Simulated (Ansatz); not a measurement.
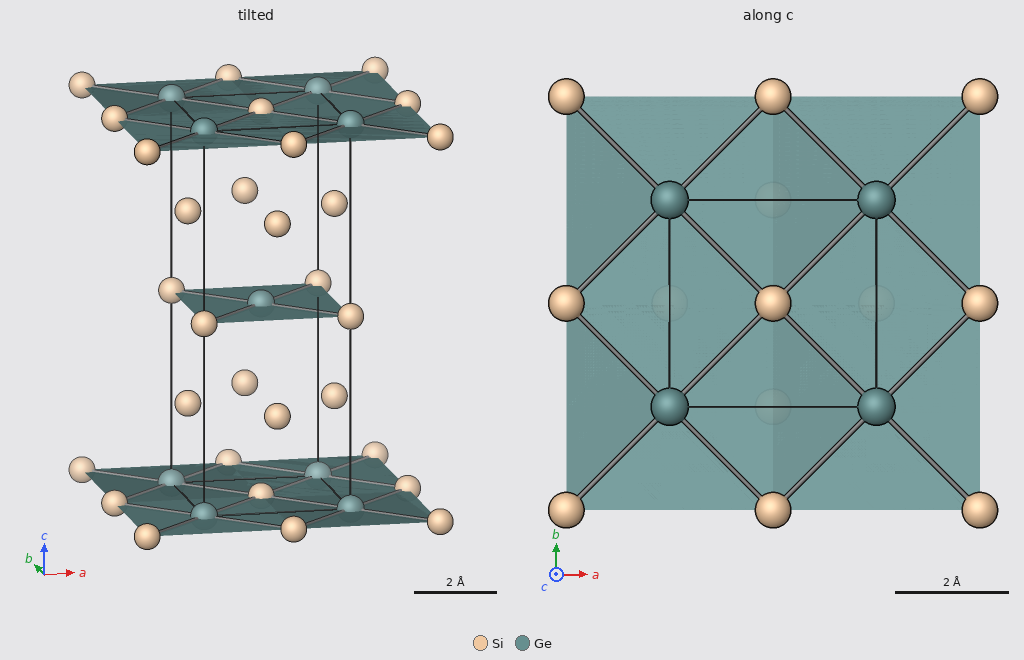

The figure gives a polyhedral picture of the atoms, viewed slightly off an axis and along the c axis. The conventional unit cell is outlined; an atom on or near a face, edge or corner is repeated at each equivalent position. A few atoms beyond the faces are included.

Lattice parameters: a = 3.673 Å, b = 3.673 Å, c = 9.670 Å, α = 90.00°, β = 90.00°, γ = 90.00°.

The composition is Si$_{3}$Ge.

Q: What lattice type does the structure have?

A: Body-centred tetragonal.

Q: Determine the space group.

A: I4/mmm (No. 139), with Si on 2b, Si on 4d and Ge on 2a.

The cell started as a textbook structure type filled with these elements (whether it is the usual form wasn't checked). Relaxation method: Ansatz, DFT PBE, scalar-relativistic, plane waves, PAW.
